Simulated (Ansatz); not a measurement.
Consider Li$_{2}$TiO$_{2}$.

```yaml
crystal:
  lattice:
    - [2.90930, 0.00000, 0.00000]
    - [0.00000, 3.76975, 0.00000]
    - [0.00000, 0.00000, 9.32957]
  atoms:
    - { symbol: Li, position: [0.00000, 0.00000, 0.30223] }
    - { symbol: Li, position: [0.50000, 0.50000, 0.80223] }
    - { symbol: Li, position: [0.00000, 0.00000, 0.69777] }
    - { symbol: Li, position: [0.50000, 0.50000, 0.19777] }
    - { symbol: Ti, position: [0.00000, 0.00000, 0.00000] }
    - { symbol: Ti, position: [0.50000, 0.50000, 0.50000] }
    - { symbol: O, position: [0.00000, 0.50000, 0.35477] }
    - { symbol: O, position: [0.50000, 0.00000, 0.85477] }
    - { symbol: O, position: [0.50000, 0.00000, 0.14523] }
    - { symbol: O, position: [0.00000, 0.50000, 0.64523] }
```

Space group Immm; a generated structure, not necessarily the stable one; changed on purpose from its base cell (volume × 0.97, shape and atoms relaxed); computed pressure about 3 GPa in this cell; computed without spin polarisation.

These are results of DFT PBE, scalar-relativistic, plane waves, PAW in Ansatz, not measurements.

Q: What can the converged valence pseudo-density and electron localisation function tell about the bonding?

A: Ti–O (1.99 Å): ρ is about 0.65 e/Å³ halfway; the ELF peaks at about 0.80 in the valence shell of O, 0.6 Å from its nucleus, and is about 0.20 at the midpoint: no localised pair shows between them.
Ti–Ti (2.91 Å): ρ at the midpoint is about 0.22 e/Å³; the ELF is about 0.10 at the midpoint (no localised pair shows between them).
Li–O (2.06 Å): ρ is about 0.29 e/Å³ halfway; the ELF peaks at about 0.85 in the valence shell of O, 0.6 Å from its nucleus, and is about 0.50 at the midpoint.

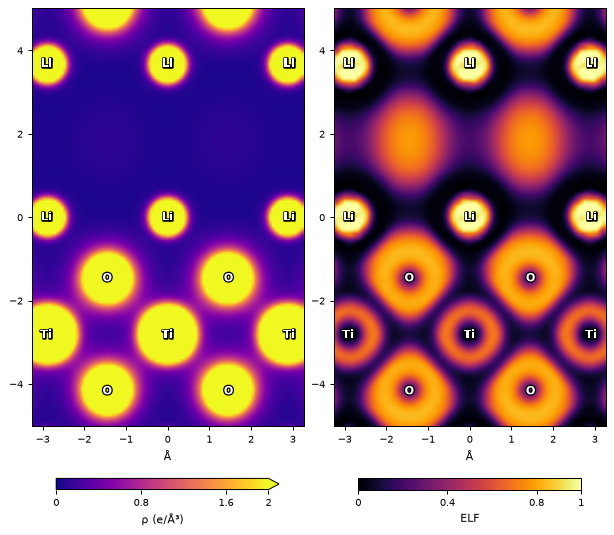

Computed valence pseudo-density and electron localisation function on the (010) plane of the conventional cell, in this order. 

The density is the valence pseudo-density of a PAW calculation; it isn't the true density close to the nuclei.
